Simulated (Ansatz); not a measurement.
The reference is GaN in the zinc blende structure (space group F-43m, No. 216; a = 4.498 Å).

The change: a hydrostatic pressure of 30 GPa.

All numbers come from Ansatz (an electronic-structure program), PBEsol, PAW, cutoff 420 eV, scalar-relativistic without spin-orbit coupling, earlier PAW set.

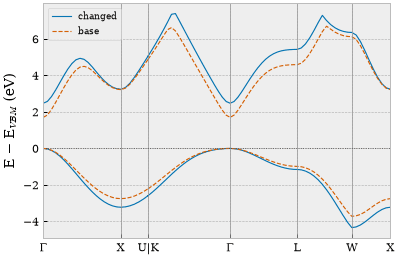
Figure. Highest valence and lowest conduction band along the path, each from its own valence-band maximum

Q: From the figure, how large is the changed gap, and is it direct?

A: About 2.5 eV, direct at Γ.

Load acts through the strain it causes; cell and atoms are relaxed under it. Whether these cells are dynamically stable was not tested. Tetrahedral semiconductors of this kind turn to denser phases somewhere between about 1 and 50 GPa; those were not computed, so compressed cells here can lie past the real transition. This is not the structure that GaN has at room temperature and ambient pressure.
